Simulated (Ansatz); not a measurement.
# triplet RuO4 at 6 levels

Aim: a comparison of 6 runs (UHF/STO-3G, U-revPBE/def2-SVP, UB3LYP/def2-SVP, UBLYP/def2-SVP, UCAM-B3LYP/def2-SVP, USVWN5/def2-SVP) of triplet RuO4. 

The calculation is run with Ansatz 0.2.0.

4 further runs of the same task are left out: 3 that didn't finish, 1 set aside as unsound or not needed. Runs told in other sessions of the task aren't counted.

**1. The molecule**

RuO4: 5 atoms, total charge 0, spin state triplet. SMILES of the parent species: `[O]=[Ru](=[O])(=[O])=[O]`. The shape is that of a PBE0-D4/def2-TZVP optimisation. That shape belongs to the parent species and isn't relaxed for this state.

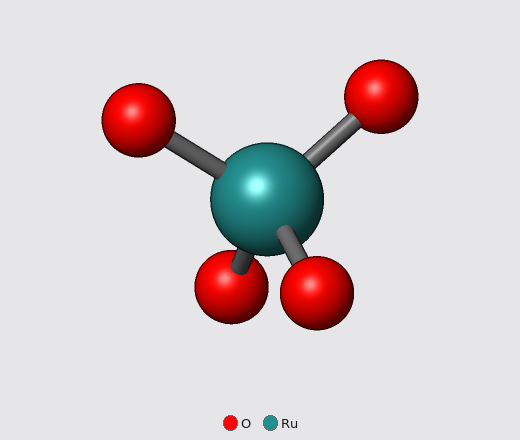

Viewed from a chosen angle; oxygen red, ruthenium teal.

**2. The energy at UHF/STO-3G (run 1)**

The input, in.yaml:

```yaml
crystal:
  periodic: [false, false, false]
  atoms:
    - {symbol: O, position_ang: [-0.839900, -0.286700, 1.406400]}
    - {symbol: Ru, position_ang: [0.000000, 0.000000, 0.000000]}
    - {symbol: O, position_ang: [1.399200, -0.898800, -0.003100]}
    - {symbol: O, position_ang: [-0.938400, -0.430700, -1.303700]}
    - {symbol: O, position_ang: [0.379100, 1.616200, -0.099600]}
basis:
  gaussian:
    orbitals: STO-3G
magnetization:
  spin_polarized: true
  initial_magnetization: 2
hamiltonian:
  xc: hf
accuracy: high
output:
  orbitals: {seedname: orbitals}
```

On the command line:

```console
ansatz run in.yaml --threads 1 --pin off --max-ram 3480MiB --events-out events.jsonl --progress --plain --runs-dir runs
```

The program printed, shortened:

```text
Warning: RAYON_NUM_THREADS=1 ignored (pool sized by the plan → 1); use --threads N
Functional definition: HF
  name "HF"
[...]
1046 factors; integrals over basis functions are off by at most 6.5e-9 eV
[...]
mean field -127703.97995403 eV, -4693.0347024439 hartree, gradient 5.6e-8 eV, S^2 3.135569; 11 other end points of the search recorded, 0 dependent functions left out
reference -127703.97995403 eV, -4693.0347024439 hartree; 39, 37 occupied and 8, 10 virtual orbitals, 1046 factors
Total energy: -127703.97995403 eV, -4693.0347024439 hartree
```

Wall time 48 s (1 thread of Arm Neoverse V2, shared host); peak memory 0.28 GiB.

**3. A single-point energy at U-revPBE/def2-SVP (core potential) (run 2)**

The input, molecule.yaml:

```yaml
crystal:
  periodic: [false, false, false]
  atoms:
    - symbol: O
      position_ang: [-0.839900, -0.286700, 1.406400]
    - symbol: Ru
      position_ang: [0.000000, 0.000000, 0.000000]
    - symbol: O
      position_ang: [1.399200, -0.898800, -0.003100]
    - symbol: O
      position_ang: [-0.938400, -0.430700, -1.303700]
    - symbol: O
      position_ang: [0.379100, 1.616200, -0.099600]
basis:
  gaussian: {orbitals: def2-SVP}
magnetization: {spin_polarized: true, initial_magnetization: 2}
hamiltonian: {xc: {name: revPBE}}
accuracy: high
output: {orbitals: {seedname: orbitals}}
```

On the command line:

```console
ansatz run molecule.yaml --threads 1 --pin off --max-ram 3480MiB --events-out events.jsonl --progress --plain --runs-dir runs
```

The program printed, shortened:

```text
Warning: RAYON_NUM_THREADS=1 ignored (pool sized by the plan → 1); use --threads N
Functional definition: revPBE
  name "revPBE"
[...]
1901 factors; integrals over basis functions are off by at most 2.8e-9 eV
[...]
mean field -10759.79036727 eV, -395.4150027492 hartree, gradient 3.6e-8 eV, S^2 2.010568; 18 other end points of the search recorded, 0 dependent functions left out
reference -10759.79037358 eV, -395.4150029811 hartree; 25, 23 occupied and 62, 64 virtual orbitals, 1901 factors
Total energy: -10759.79037358 eV, -395.4150029811 hartree
```

Run time: 64 s. Hardware: 1 thread of Arm Neoverse V2, shared host; peak memory 0.33 GiB.

Runs 3 to 5 aren't shown in full; the table further down has their settings and results.

**4. The energy at USVWN5/def2-SVP (core potential) (run 6)**

Changes to molecule.yaml since step 3:

```diff
@@ -16,3 +16,3 @@
 magnetization: {spin_polarized: true, initial_magnetization: 2}
-hamiltonian: {xc: {name: revPBE}}
+hamiltonian: {xc: {name: SVWN5}}
 accuracy: high
```

On the command line:

```console
ansatz run molecule.yaml --threads 1 --pin off --max-ram 3480MiB --events-out events.jsonl --progress --plain --runs-dir runs
```

The program printed, shortened:

```text
Warning: RAYON_NUM_THREADS=1 ignored (pool sized by the plan → 1); use --threads N
Functional definition: SVWN5
  name "SVWN5"
[...]
1901 factors; integrals over basis functions are off by at most 2.8e-9 eV
[...]
mean field -10699.33012709 eV, -393.1931299041 hartree, gradient 3.2e-8 eV, S^2 2.005634; 20 other end points of the search recorded, 0 dependent functions left out
reference -10699.33013203 eV, -393.1931300858 hartree; 25, 23 occupied and 62, 64 virtual orbitals, 1901 factors
Total energy: -10699.33013203 eV, -393.1931300858 hartree
```

Run time: 40 s. Hardware: 1 thread of Arm Neoverse V2, shared host; peak memory 0.29 GiB.

**5. Overview of the runs**

```tsv
run	level	core potential	energy (Eh)	HOMO energy (eV)	⟨S²⟩	wall time
1	UHF/STO-3G	none	-4693.034702	-7.67	3.136	48 s
2	U-revPBE/def2-SVP (core potential)	def2-SVP	-395.415003	-5.48	2.011	64 s
3	UB3LYP/def2-SVP (core potential)	def2-SVP	-395.397623	-7.22	2.019	72 s
4	UBLYP/def2-SVP (core potential)	def2-SVP	-395.395183	-5.42	2.010	65 s
5	UCAM-B3LYP/def2-SVP (core potential)	def2-SVP	-395.203654	-9.12	2.029	40 s
6	USVWN5/def2-SVP (core potential)	def2-SVP	-393.193130	-5.61	2.006	40 s
```

**6. Results**

| quantity | value |
| --- | --- |
| run 6: total energy | -393.19313 Eh |
| run 6: HOMO energy (highest over α and β) | -5.61 eV |
| run 6: ⟨S²⟩ | 2.006 |

**Reading.** Totals of different functionals can't be ranked against each other. Some runs of one species differ in core potentials or relativity; totals across that change don't compare. In run 1 the basis is minimal, so the values are rough. In run 1 relativity is left out where basis or elements ask for it. Spin contamination of the reference: run 1 ⟨S²⟩ = 3.14. Where it is this large, the reference is a mixture of spin states, and values that rest on it are in doubt. All runs together took 5.5 min, the longest 72 s.
